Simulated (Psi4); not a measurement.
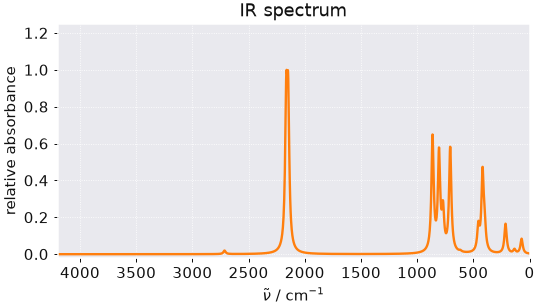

Unscaled harmonic wavenumbers and double-harmonic intensities, PBE0/def2-TZVP (dispersion D4) with Psi4 1.11, at a geometry relaxed at this level, isolated molecule. Modes within 2 cm⁻¹ of each other count as one line, with their intensities summed. Lorentzian lines of 24 cm⁻¹ full width. Close modes add up in the curve.

**Which molecule gives this infrared spectrum?**
A. BN₂H₄Cl, SMILES NB(N)Cl
B. GeH₄S₂, SMILES [SH][GeH2][SH], singlet
C. C₂HF₂N, SMILES N#CC(F)F
D. ZnClF, SMILES [F][Zn][Cl], singlet

Option B. It has its most intense lines at 2164.6, 2147.7 and 862.7 cm⁻¹.
